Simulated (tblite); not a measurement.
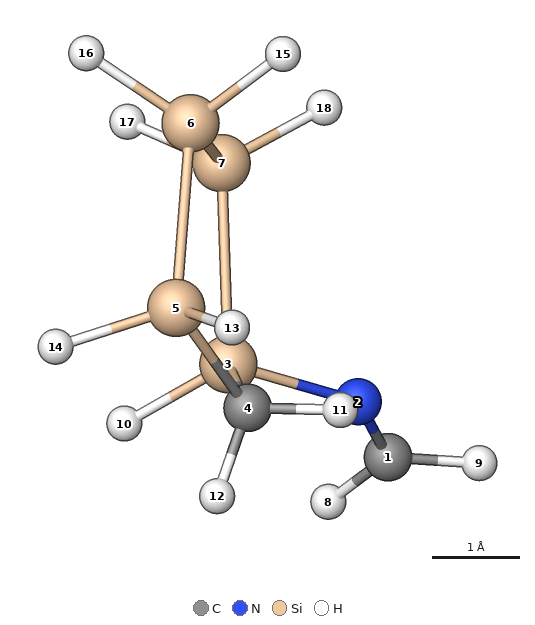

Fig. 1: The input geometry (ball-and-stick view, seen at an oblique angle; atoms are numbered from 1 in the order of the input). Bond lengths as drawn: C–H 1.09 Å, C–N 1.25 Å, C–Si 1.91 Å, H–Si 1.47 to 1.48 Å, N–Si 1.72 Å and Si–Si 2.32 to 2.33 Å.

Frequency calculation, with input and output: C2H11NSi4

The run: frequency calculation of C2H11NSi4. Method and program: GFN2-xTB harmonic vibrations, gas phase (tblite 0.8.0).

It belongs to a series of runs on one base structure; here: H on Si replaced by N=CH2.

## The program's output
```
mode    cm-1     km/mol
  1      32.0      0.21
  2      69.3      0.44
  3      76.1      1.16
  4     137.6      3.22
  5     177.8      0.96
  6     190.7     10.19
  7     226.9      2.71
  8     276.7     20.31
  9     310.7     32.77
 10     339.1      7.69
 11     400.5     11.44
 12     410.0     13.38
 13     423.3     25.98
 14     453.8     11.93
 15     466.9      0.03
 16     489.3     30.81
 17     511.9     44.60
 18     519.1    175.46
 19     549.5     20.34
 20     598.1    278.63
 21     608.1     43.81
 22     628.4      1.32
 23     648.2    296.62
 24     677.9    118.34
 25     729.0    452.60
 26     774.9     65.20
 27     797.1    129.89
 28     810.1    119.86
 29     827.8    310.79
 30     850.0    171.64
 31     973.9     12.85
 32    1015.0      1.90
 33    1126.6     47.82
 34    1140.1     13.81
 35    1453.1      6.64
 36    1463.1      0.71
 37    1719.2     20.60
 38    2105.9    233.56
 39    2148.1    109.74
 40    2158.7     24.46
 41    2169.7    269.61
 42    2179.7    672.67
 43    2185.2    257.73
 44    2192.5    647.40
 45    2874.7     94.52
 46    2969.4     51.06
 47    2970.3     34.01
 48    2985.5     15.11
```

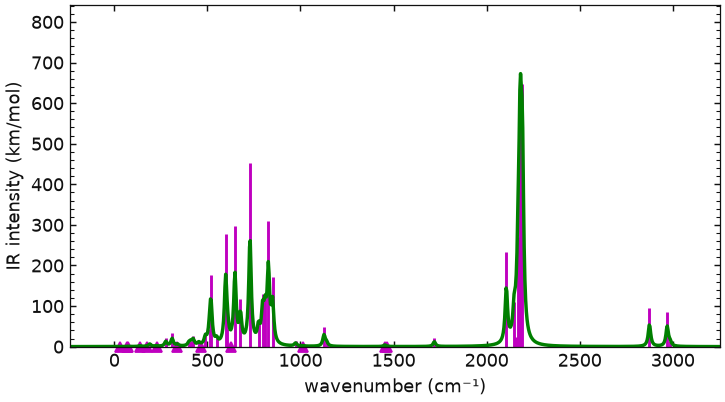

Fig. 2: Harmonic infrared spectrum, unscaled: sticks (degenerate modes added up, dark ones marked on the axis) with a Lorentzian envelope of 16 cm⁻¹ full width, scaled to the tallest stick. 48 modes from 32 to 2986 cm⁻¹, none imaginary. The strongest line is at 2180 cm⁻¹ (673 km/mol).

The run was set up as follows.

## The input
```
{"job": {"kind": "ir", "xc": "GFN2-xTB", "basis": "xTB"}, "charge": 0, "multiplicity": 1}
C      3.033832    -0.085782     1.789257
N      1.848732    -0.119490     1.393824
Si     1.074044    -0.025442    -0.134071
C     -0.126796    -1.514923    -0.113340
Si    -1.807150    -1.234405    -0.978770
Si    -2.320551     0.999233    -0.596664
Si    -0.235490     1.893231    -0.061501
H      3.908276    -0.040029     1.134541
H      3.240368    -0.104402     2.856605
H      1.942066    -0.152758    -1.322572
H     -0.318655    -1.764912     0.930686
H      0.362165    -2.389161    -0.540697
H     -2.754207    -2.238376    -0.471725
H     -1.631551    -1.551296    -2.405488
H     -3.331163     1.176038     0.456292
H     -2.945114     1.637111    -1.764961
H      0.231973     2.895979    -1.032891
H     -0.179541     2.625703     1.209830
```

The first line tells a small driver script what to run in tblite; the rest is the geometry in Å.

Launched with:
```bash
OMP_NUM_THREADS=1 python <driver script> task.json out
```

## Results in brief

```tsv
quantity	value
outcome	converged
total energy	−534.9741 eV
zero-point energy	71.2520 kcal/mol
hardware	1 CPU thread, shared host
wall time	0.97 s
peak memory	0.18 GiB
```
